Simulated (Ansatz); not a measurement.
# SnNH3S2 (SMILES [NH2][SnH]1[S][S]1) at CCSD/def2-SVP (core potential)

Aim: the vertical ionisation energy of SnNH3S2 at CCSD/def2-SVP (core potential), from 2 runs. 

The calculation is run with Ansatz 0.2.0.

38 further runs of the same task are left out: 38 set aside as unsound or not needed.

### 1 The system as given

The species is SnNH3S2 (7 atoms), meant as a singlet with charge 0. SMILES: `[NH2][SnH]1[S][S]1`. The coordinates come from a PBE0-D4/def2-TZVP relaxation. This is one conformer, not always the lowest.

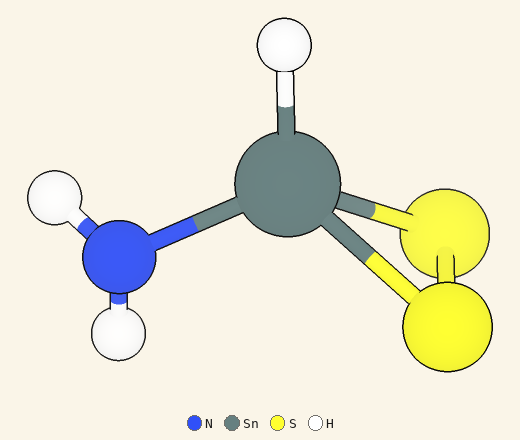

The structure, seen from a chosen angle (nitrogen blue, tin teal, sulfur yellow, hydrogen white).

### 2 The energy at CCSD/def2-SVP (core potential)

Contents of input.yaml:

```yaml
crystal:
  periodic: [false, false, false]
  atoms:
    - symbol: "N"
      position_ang: [-0.858900, 1.180400, 0.033200]
    - symbol: Sn
      position_ang: [0.658800, -0.125900, 0.009600]
    - symbol: S
      position_ang: [0.436900, -1.947300, 1.490200]
    - symbol: S
      position_ang: [0.292300, -2.381600, -0.639300]
    - symbol: H
      position_ang: [-0.847300, 1.845800, -0.729000]
    - symbol: H
      position_ang: [-1.763700, 0.727200, 0.057900]
    - symbol: H
      position_ang: [2.143100, 0.633400, -0.268300]
basis:
  gaussian: {orbitals: def2-SVP}
scf: {omitted_lower_state_checks: [cluster_reference, increment]}
correlation: {method: ccsd, frozen_orbitals: {H: 0, "N": 1, S: 5, Sn: 4}}
accuracy: high
```

The run is started by

```bash
$ ansatz run input.yaml --threads 1 --pin off --max-ram 2610MiB --events-out events.jsonl --progress --plain --runs-dir runs
```

Log, shortened:

```text
Warning: RAYON_NUM_THREADS=1 ignored (pool sized by the plan → 1); use --threads N
Functional definition: HF
  name "HF"
[...]
2063 factors; integrals over basis functions are off by at most 3.8e-9 eV
[...]
mean field -28961.23854403 eV, -1064.3058858605 hartree, gradient 2.9e-8 eV, S^2 0.000000; 0 other end points of the search recorded, 0 dependent functions left out
15 core orbitals not correlated: weight in the atoms' cores, before any rotation towards them, 1.000 or more for the frozen orbitals, at most 0.000 for the correlated occupied ones
reference -28961.23854403 eV, -1064.3058858605 hartree; 17, 17 occupied and 59, 59 virtual orbitals, 2063 factors
second order -14.45575456 eV of doubles, -0.00000000 eV of singles
cycle   1  -15.05384088 eV  change   -6.0e-1 eV  update   1.0e-1
[...]
cycle  24  -15.58510414 eV  change   -1.1e-9 eV  update   3.7e-9
Total energy: -28976.82364816 eV, -1064.8786278735 hartree
Checks for a lower state left out: cluster_reference, increment
```

Wall time 25 s (1 thread of Arm Neoverse V1, shared host); peak memory 0.52 GiB.

### 3 The doublet cation

Contents of molecule.yaml:

```yaml
crystal:
  periodic: [false, false, false]
  atoms:
    - symbol: N
      position_ang: [-0.858900, 1.180400, 0.033200]
    - symbol: Sn
      position_ang: [0.658800, -0.125900, 0.009600]
    - symbol: S
      position_ang: [0.436900, -1.947300, 1.490200]
    - symbol: S
      position_ang: [0.292300, -2.381600, -0.639300]
    - symbol: H
      position_ang: [-0.847300, 1.845800, -0.729000]
    - symbol: H
      position_ang: [-1.763700, 0.727200, 0.057900]
    - symbol: H
      position_ang: [2.143100, 0.633400, -0.268300]
basis:
  gaussian:
    orbitals: def2-SVP
accuracy: high
magnetization:
  spin_polarized: true
  initial_magnetization: 1
scf:
  omitted_lower_state_checks: [cluster_reference, increment]
correlation:
  method: ccsd
  frozen_orbitals: {H: 0, "N": 1, S: 5, Sn: 4}
total_charge: 1
```

The run is started by

```bash
$ ansatz run molecule.yaml --threads 1 --pin off --max-ram 2610MiB --events-out events.jsonl --progress --plain --runs-dir runs
```

Log, shortened:

```text
Warning: RAYON_NUM_THREADS=1 ignored (pool sized by the plan → 1); use --threads N
Functional definition: HF
  name "HF"
[...]
2062 factors; integrals over basis functions are off by at most 3.8e-9 eV
[...]
mean field -28953.66254736 eV, -1064.0274731181 hartree, gradient 5.3e-8 eV, S^2 0.771174; 7 other end points of the search recorded, 0 dependent functions left out
15 core orbitals not correlated: weight in the atoms' cores, before any rotation towards them, 1.000 or more for the frozen orbitals, at most 0.000 for the correlated occupied ones
reference -28953.66254736 eV, -1064.0274731181 hartree; 17, 16 occupied and 59, 60 virtual orbitals, 2062 factors
second order -14.24715042 eV of doubles, -0.00000000 eV of singles
cycle   1  -14.75746515 eV  change   -5.1e-1 eV  update   1.2e-1
[...]
cycle  31  -15.42084283 eV  change   -1.3e-9 eV  update   2.6e-9
Total energy: -28969.08339019 eV, -1064.5941786395 hartree
Checks for a lower state left out: cluster_reference, increment
```

Run time: 1.7 min. Hardware: 1 thread of Arm Neoverse V1, shared host; peak memory 1 GiB.

### 4 What came out

At CCSD/def2-SVP (core potential), 15 core orbitals frozen:

```
                                                     quantity           value
                                singlet SnNH3S2: total energy  -1064.87863 Eh
singlet SnNH3S2: correlation energy (15 core orbitals frozen)      -572.7 mEh
                               singlet SnNH3S2: T1 diagnostic           0.012
                                 doublet cation: total energy  -1064.59418 Eh
 doublet cation: correlation energy (15 core orbitals frozen)      -566.7 mEh
            doublet cation: ⟨S²⟩ of the reference determinant           0.771
                                doublet cation: T1 diagnostic           0.027
           vertical ionisation energy (to the doublet cation)        7.740 eV
```

Removing an electron at fixed nuclei costs 7.74 eV (747 kJ/mol).
